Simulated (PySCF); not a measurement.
# C$_{4}$H$_{9}$AlO (SMILES C=CCC[O][AlH2]): what the fields show

The calculation's input:

```
{"job": {"kind": "nmr", "xc": "PBE0", "basis": "pcSseg-1"}, "charge": 0, "multiplicity": 1}
C     -2.749324     0.552398     0.866166
C     -1.906414    -0.182409     0.165943
C     -0.440789    -0.285498     0.442355
C      0.388743     0.147462    -0.770583
O      1.757387    -0.019141    -0.526621
Al     3.336343    -0.245210    -0.140865
H     -3.799732     0.594898     0.633649
H     -2.423954     1.140087     1.708818
H     -2.258119    -0.764178    -0.676392
H     -0.180289    -1.323369     0.673765
H     -0.166240     0.333383     1.298497
H      0.192712     1.202645    -0.993028
H      0.106757    -0.450966    -1.644395
H      4.149587    -1.305568    -0.892834
H      3.988917     0.613456     0.948716
```

Launched as:

```sh
OMP_NUM_THREADS=1 python probes_run.py task.json out
```

Geometry: GFN2-xTB.

All numbers below come from PySCF 2.14.0, PBE0/pcSseg-1, SCF density, gas phase, non-relativistic.

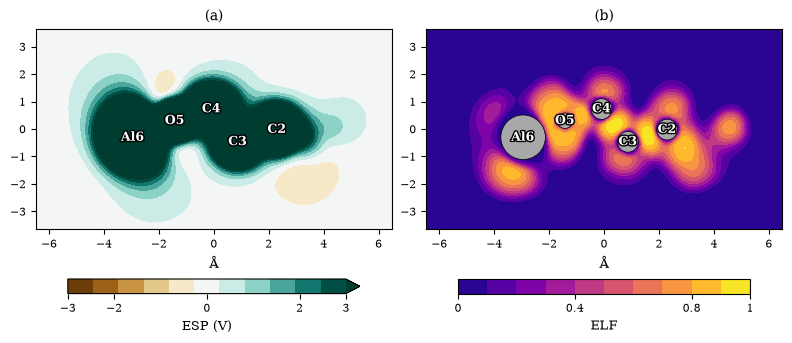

Figure 1. (a) electrostatic potential; (b) ELF on the plane of atoms C2, C3 and C4. Grey discs cover the atomic cores in the ELF map.

Question: Interpret the plot.

Answer:
- The section cuts through C, O and Al sites.
- C–O (1.40 Å): the ELF peaks at about 0.90 between the atoms: a shared but strongly polarised pair.
- Al–O (1.64 Å): the ELF peaks at about 0.85 in the valence shell of O, 0.6 Å from its nucleus, and is about 0.25 at the midpoint.
- C–C (1.50 Å): the ELF peaks at about 0.95 between the atoms, as expected for a shared electron pair.
- Outside the dense part of the molecule the potential is most negative (−0.6 V) near O5.

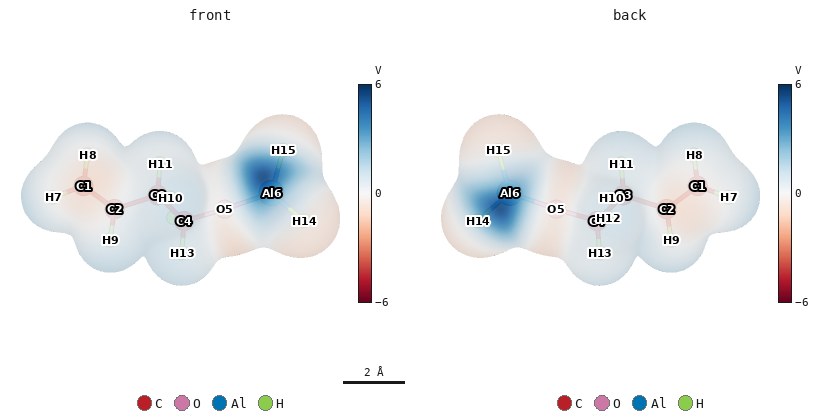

Figure 2. The molecular electrostatic potential painted on the density surface at 0.004 e/bohr³, seen from the front and from behind; the colour scale runs from red (negative) to blue (positive).

Question: Describe the electrostatic potential map.

Answer: The most negative region (about −0.7 V) lies over C1, C2 and O5, the most positive (about +4.9 V) over Al6.

Question: What dipole moment does the calculation give?

Answer: Its dipole moment is 1.03 D.
